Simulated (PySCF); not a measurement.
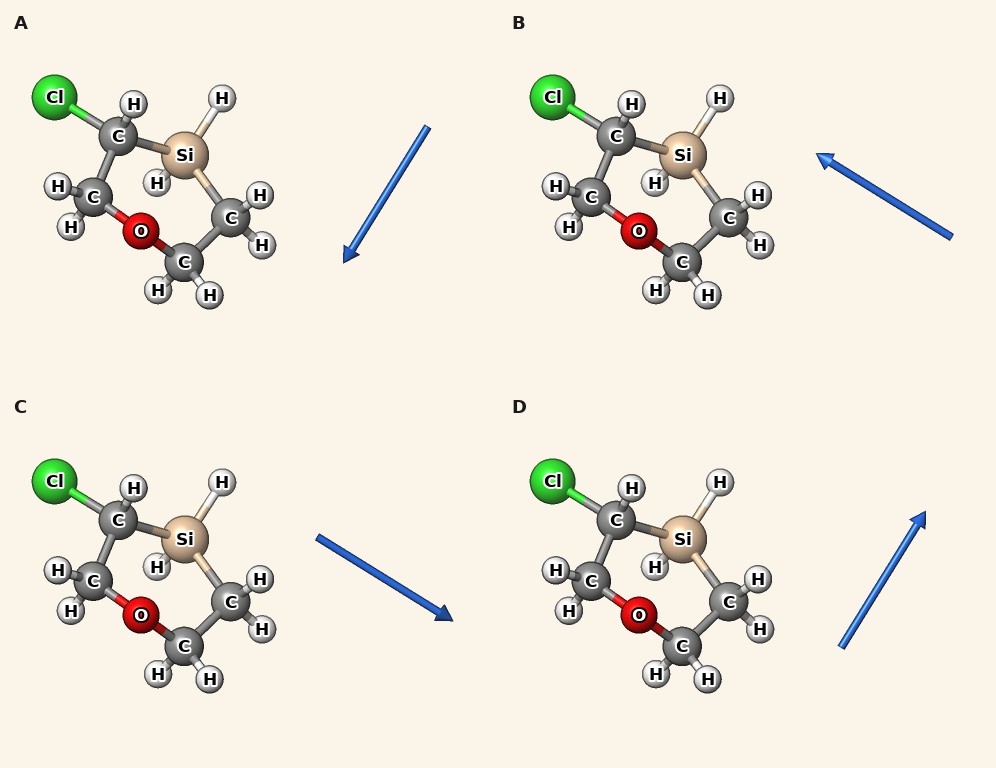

The same molecule four times, each with an arrow. The geometry was computed by an optimisation with GFN2-xTB. No frequency run is at hand to confirm it as a minimum. Properties computed with PBE0/pcSseg-1, gas phase (PySCF 2.14.0).

> Which arrow points along the dipole moment, from the negative to the positive end?

C. The dipole moment is 2.23 D.

The geometry is semi-empirical. Around Si such bond lengths and angles can be off by a tenth of an ångström or more and by several degrees, and values that hang on the shape move with them.
